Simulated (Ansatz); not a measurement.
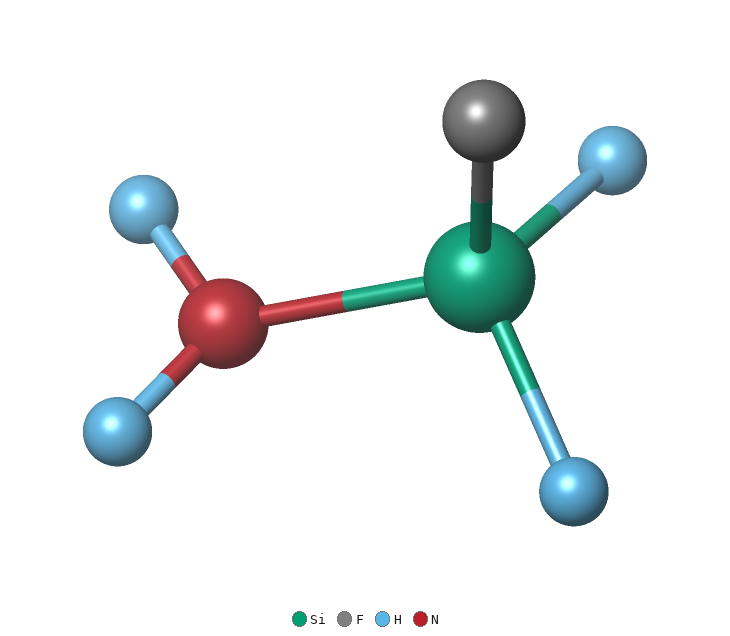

A ball-and-stick model of a molecule. Every bond is drawn as one stick, whatever its order.

Computed geometry: PBE0-D4/def2-TZVP optimisation.

Description:

It has 7 atoms: 1 fluorine, 4 hydrogen, 1 nitrogen and 1 silicon (FH4NSi). The point group is Cs. Coordination, clear cases only: 1 Si tetrahedral.

More results for the same structure follow; atom numbers are the same in all pictures, views and colours differ.

## Vibrations

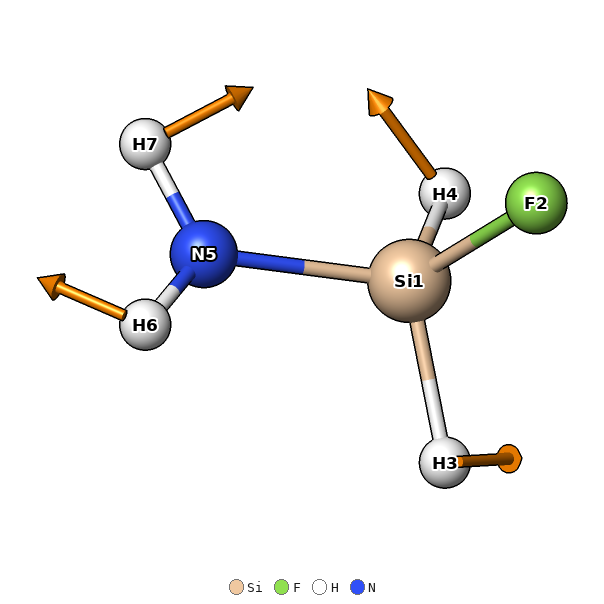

The arrows show one normal mode. Harmonic vibrations computed with RKS PBE0-D4/def2-TZVP (Ansatz 0.2.0) at a stationary point of the same level.

Question: Describe the motion.

Answer: Mostly angle bending.

Question: At what wavenumber does it lie?

Answer: 561 cm⁻¹; it is mode 4 of 15 counted from the lowest.

## Dipole moment

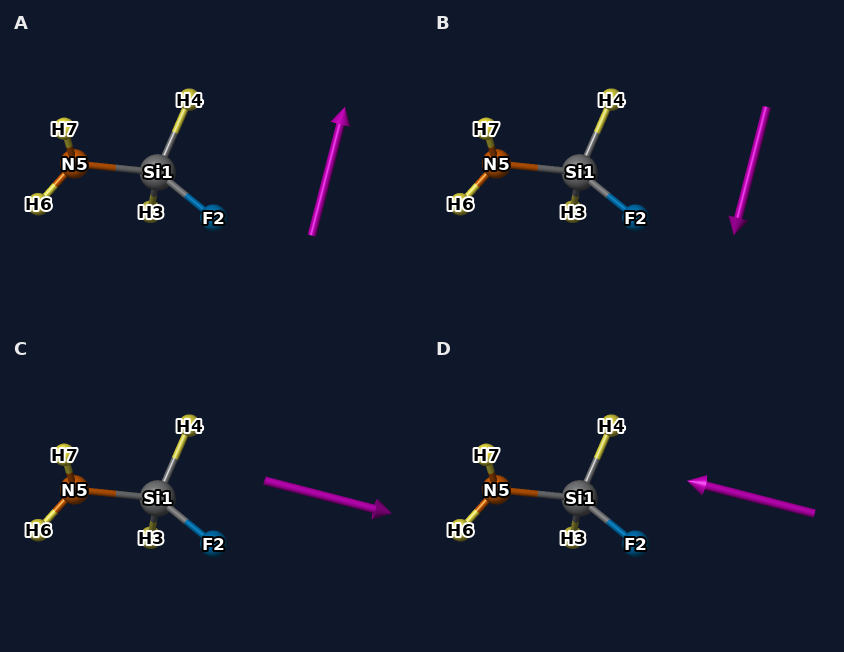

The same molecule four times, each with an arrow. Properties computed with RKS PBE0-D4/def2-TZVP (Ansatz 0.2.0).

Question: Which arrow points along the dipole moment, from the negative to the positive end?

Answer: D. The dipole moment is 1.99 D; it points from the side of F2 to the side of H6, H7 (the outermost atoms at the two ends).

## Charges

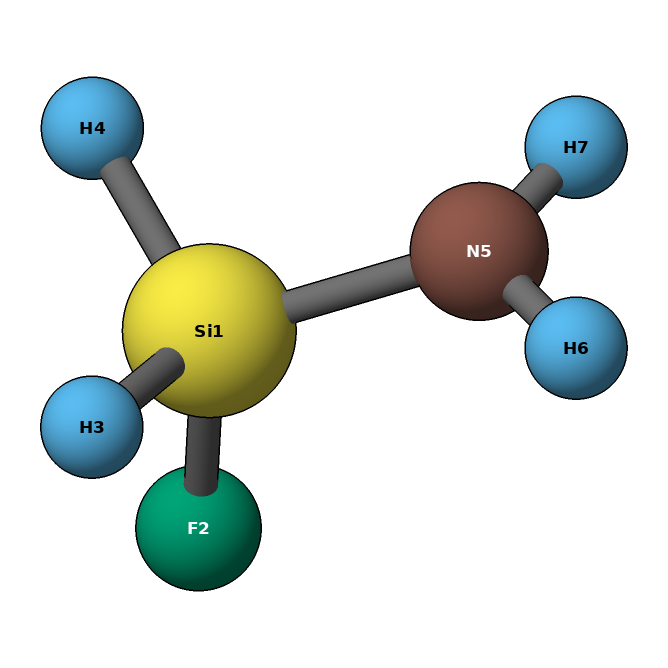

The questions are on Mulliken charges. Properties computed with RKS PBE0-D4/def2-TZVP (Ansatz 0.2.0).

Give the Mulliken charges atom by atom.

| atom | value (e) |
| --- | --- |
| Si1 | 0.56 |
| F2 | −0.32 |
| H3 | −0.05 |
| H4 | −0.05 |
| N5 | −0.63 |
| H6 | 0.25 |
| H7 | 0.25 |

Mulliken values depend strongly on the basis set and can even reverse the polarity of a bond.
